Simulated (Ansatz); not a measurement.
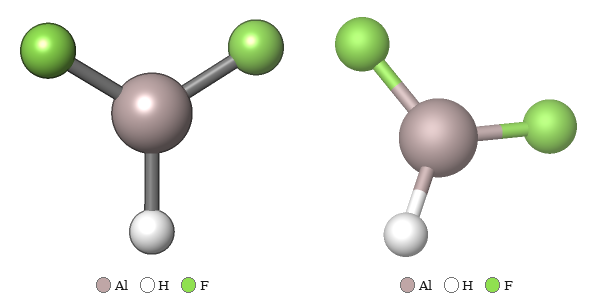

Both panels show the same species.

The computed structure is the end point of a PBE0-D4/def2-TZVP optimisation.

Describe the molecule.

The molecule is AlF₂H. This geometry has C2v symmetry. All atoms lie on one plane. Coordination: 1 Al trigonal planar.

The parts below concern this one geometry. Atoms keep their numbers from picture to picture.

**Thermal motion**

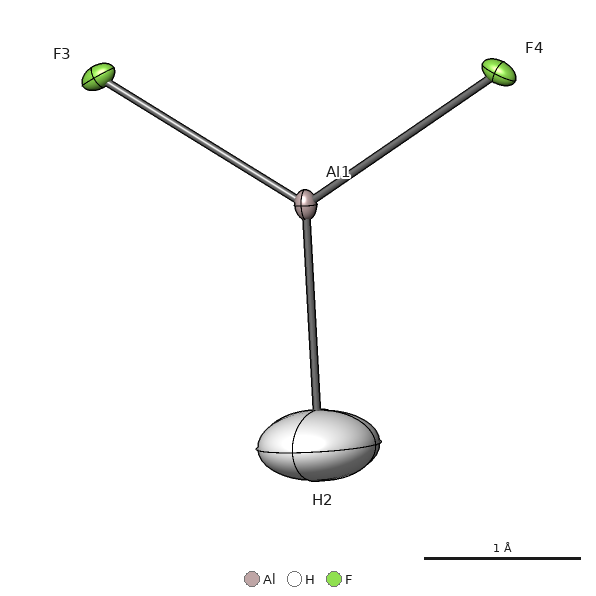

Displacement ellipsoids at the 50 % level, enlarged 1.5 times, from the internal vibrations of the free molecule (harmonic, no overall translation or rotation; no half-axis is drawn under 0.075 Å). Vibrations computed with RKS PBE0-D4/def2-TZVP (Ansatz 0.2.0). Temperature: 400 K.

> Which atom has the largest mean-square displacement?

H2, with U_eq = 0.0244 Å².

> Does H2 move more along its bond or across it?

Across it: the root-mean-square amplitude is 0.099 Å along the bond and up to 0.186 Å across, since bending and torsion are softer than stretching.

Give the displacement parameters, one line for each set of equivalent atoms.

```json
{"atom": "Al1", "U_eq (Å²)": "0.00086", "rms amplitudes (Å)": "0.020, 0.020, 0.042"}
{"atom": "H2", "U_eq (Å²)": "0.0244", "rms amplitudes (Å)": "0.099, 0.171, 0.186"}
{"atom": "F3, F4", "U_eq (Å²)": "0.0012", "rms amplitudes (Å)": "0.009, 0.024, 0.054"}
```

**Vibrations**

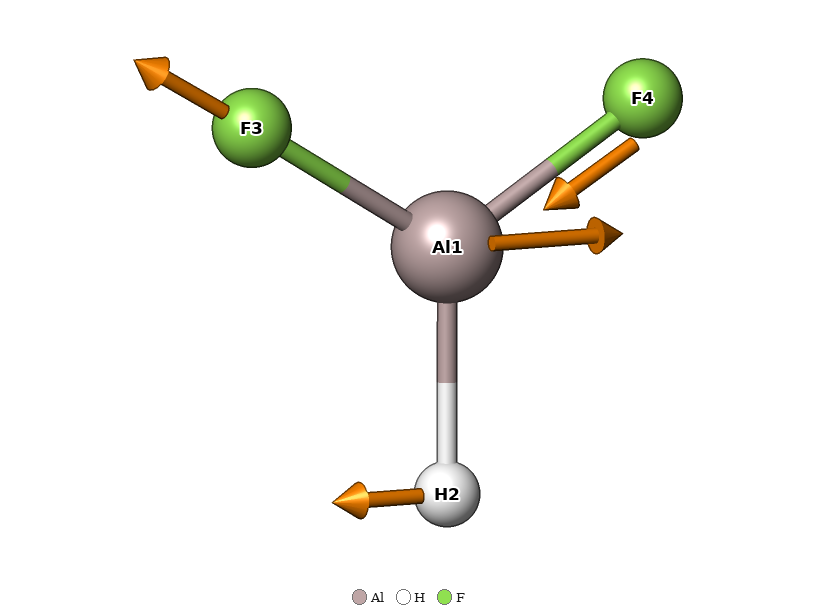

The arrows show one normal mode. Harmonic vibrations computed with RKS PBE0-D4/def2-TZVP (Ansatz 0.2.0) at a stationary point of the same level.

> Estimate its harmonic wavenumber.

932 cm⁻¹; it is mode 5 of 6 counted from the lowest.

**Dipole moment**

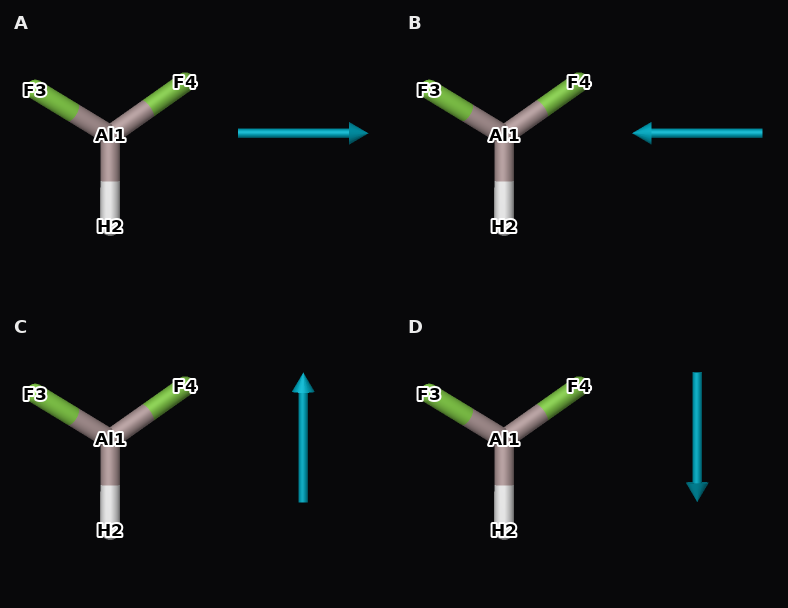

The same molecule four times, each with an arrow. Method: RKS PBE0-D4/def2-TZVP (Ansatz 0.2.0).

> Which arrow points along the dipole moment, from the negative to the positive end?

D. The dipole moment is 1.36 D; it points from the side of F3, F4 to the side of H2 (the outermost atoms at the two ends).
